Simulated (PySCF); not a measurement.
C₂H₆Si (SMILES C=C[SiH3])

```
atom    x (Å)    y (Å)    z (Å)
   C   1.5093   0.5343   0.2807
   C   0.4525  -0.3132   0.2535
  Si  -1.3078  -0.0836  -0.0849
   H   1.3725   1.6573   0.0852
   H   2.7197   0.4048   0.3155
   H   0.8097  -1.3630   0.2980
   H  -2.1599  -0.5792   1.1414
   H  -1.5238  -0.8086  -1.2762
   H  -1.2477   1.3589   0.0818
```

Geometry: GFN2-xTB, MD frame at 250 fs, 400 K.

All numbers below come from PBE0/pcSseg-1, SCF density, gas phase, non-relativistic (PySCF 2.14.0).

### What will maps of the electron density and electron localisation function show?

C–C (1.35 Å): ρ at the midpoint is about 2.1 e/Å³; the ELF peaks at about 0.90 between the atoms; localised, covalent bonding.
C–Si (1.81 Å): ρ at the midpoint is about 1 e/Å³; the ELF peaks at about 0.95 between the atoms, as expected for a covalent bond.
C–H (1.11 Å): the density is about 1.9 e/Å³ at the midpoint; the ELF climbs to about 1 towards the hydrogen, as it does in any bond to H (a covalent bond by its length).

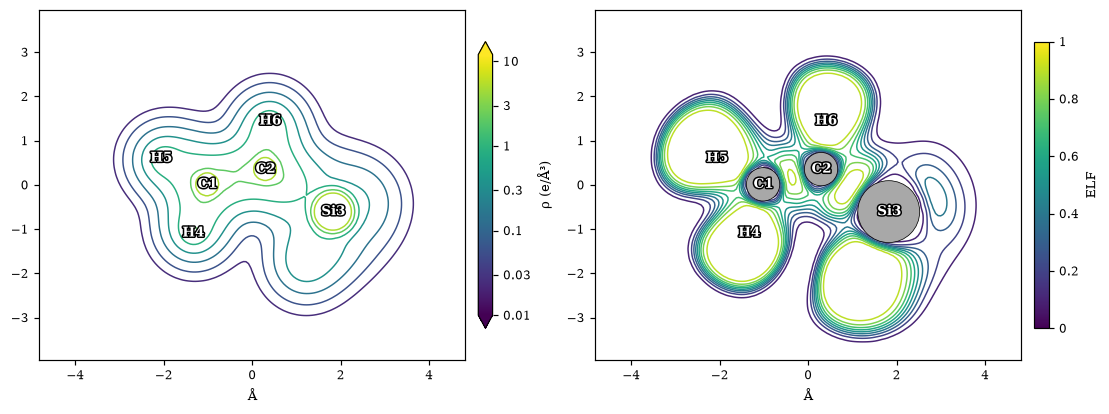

Computed electron density and electron localisation function on the plane of atoms C1, C2 and Si3, in this order. Grey discs cover the atomic cores in the ELF map. 
